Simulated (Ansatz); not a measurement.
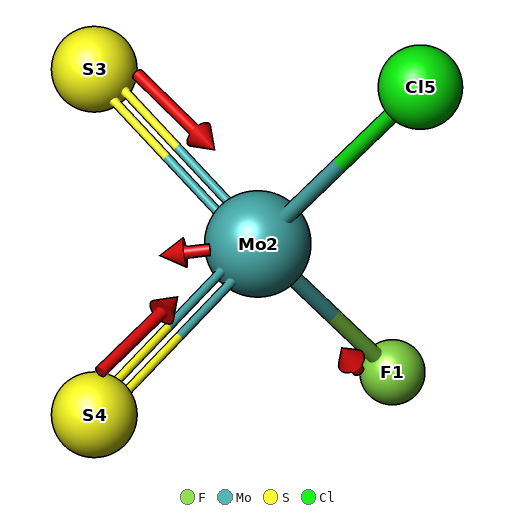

The arrows show one normal mode. Charge 0, singlet. Harmonic vibrations computed with RKS PBE0-D4/def2-TZVP, core potentials on Mo (Ansatz 0.2.0) at a stationary point of the same level.

> What kind of motion is it?

Mostly in-phase stretching of 2 Mo–S bonds.

> Estimate its harmonic wavenumber.

589 cm⁻¹; it is mode 7 of 9 counted from the lowest.
